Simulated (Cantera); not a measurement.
Feed: 1 mol Cu, 0.005 mol O₂, 22 mol H₂, 0.0008 mol NH₃, held at 1.33 mbar.

These are equilibrium values from Cantera (NASA tables, ideal gas, pure condensed phases), not measurements of a reactor. Candidate condensed phases: Cu, CuO, Cu(OH)₂, Cu₂O, H₂O; 27 gas species. Equilibrium is a limit: real reactors are often held back by kinetics, nucleation or transport.

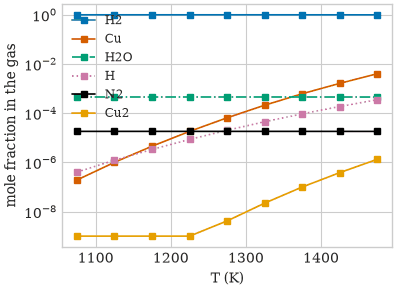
Figure: Equilibrium gas composition (values under 1e-9 drawn at 1e-9)

From 1075 K to 1325 K the condensed part is Cu(s). From 1375 K to 1475 K the condensed part is Cu(l). The main Cu-bearing gas is Cu throughout.
